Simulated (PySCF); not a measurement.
C₇H₈N (SMILES C/N=C/[C]1C=CC=C1) (doublet)

```xyz
16

C     3.0212   -0.0886   -0.7995
N     1.7151   -0.4263   -0.3696
C     0.8016    0.4681   -0.3216
C    -0.5115    0.1622    0.1027
C    -1.6020    1.0800    0.1903
C    -2.6881    0.3946    0.6392
C    -2.3027   -0.9980    0.8465
C    -0.9969   -1.1320    0.5242
H     3.2750   -0.7248   -1.6509
H     3.7194   -0.3409    0.0026
H     3.1445    0.9685   -1.0777
H     0.9989    1.5131   -0.6098
H    -1.5497    2.1229   -0.0605
H    -3.6726    0.7854    0.8211
H    -2.9724   -1.7621    1.1953
H    -0.3875   -2.0132    0.5562
```

Geometry: GFN2-xTB.

Computed with PySCF 2.14.0, density-fitted response routines, UKS B3LYP, pcH-1 on C H N, non-relativistic, mean-field spin-orbit, GIAO.

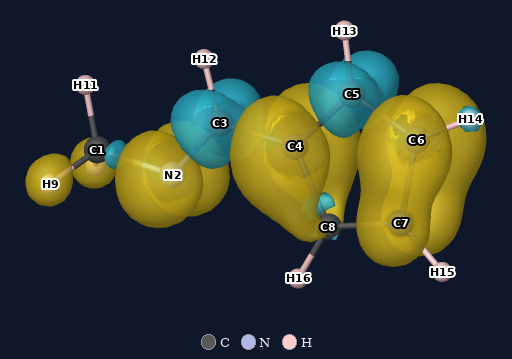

Figure 1. Isosurfaces of the spin density at +0.015 (yellow) and −0.015 e/Å³ (cyan), seen at a tilt.

Describe the spin distribution.

Answer. The unpaired spin (1 electron) lies mostly on C4 (about 0.3), C6 (about 0.3), N2 (about 0.2) and C7 (about 0.1), in electrons by Hirshfeld's partition.

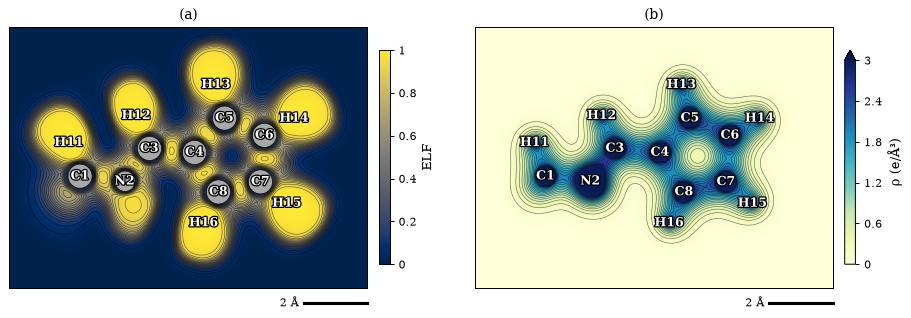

Figure 2. (a) ELF; (b) electron density on the plane of atoms C4, C3 and H12. Grey discs cover the atomic cores in the ELF map.

Read the bonding off the picture.

Answer.
- The plane passes through C, N and H nuclei.
- C–N (1.28 Å): the density is about 2.7 e/Å³ at the midpoint; the ELF peaks at about 0.90 between the atoms (localised, covalent bonding).
- C–C (1.35 Å): ρ at the midpoint is about 2.2 e/Å³; the ELF peaks at about 0.95 between the atoms; localised, covalent bonding.
- C–H (1.07 Å): the density is about 2.1 e/Å³ at the midpoint; the ELF climbs to about 1 towards the hydrogen, as it does in any bond to H (a covalent bond by its length).
- C–C (1.41 Å): ρ at the midpoint is about 2 e/Å³; the ELF peaks at about 0.95 between the atoms; localised, covalent bonding.
- C–N (1.42 Å): ρ at the midpoint is about 2.1 e/Å³; the ELF peaks at about 0.95 between the atoms, as expected for a covalent bond.
- The ELF also peaks beside N2, away from the bonds: non-bonding electrons, paired or unpaired.

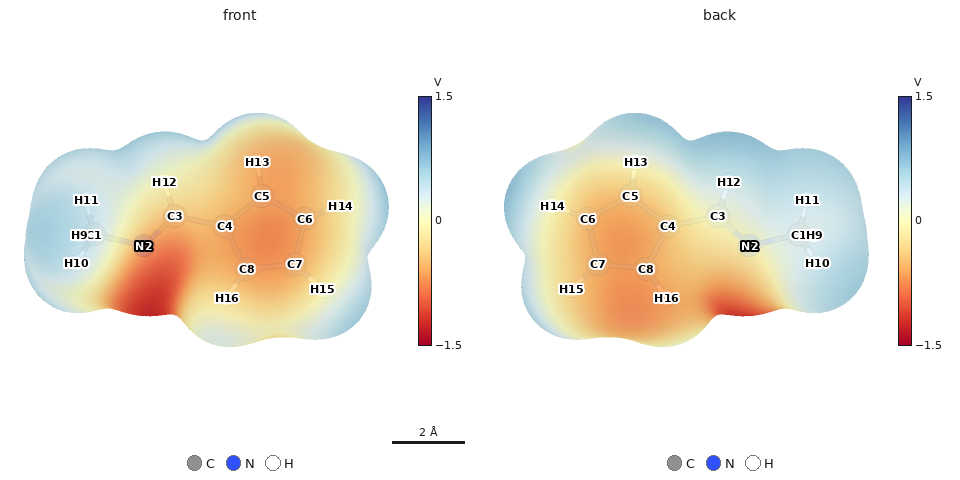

Figure 3. The electrostatic potential painted on the density surface at 0.001 e/bohr³, seen from the front and from behind; the colour scale runs from red (negative) to blue (positive).

Which sites attract a positive test charge, and which a negative one?

Answer. A positive charge is drawn to the negative regions and a negative charge to the positive ones. The most negative region (about −1.2 V) lies over N2, the most positive (about +0.7 V) over H12, H13 and H14. N2 is the likeliest acceptor of a hydrogen bond.
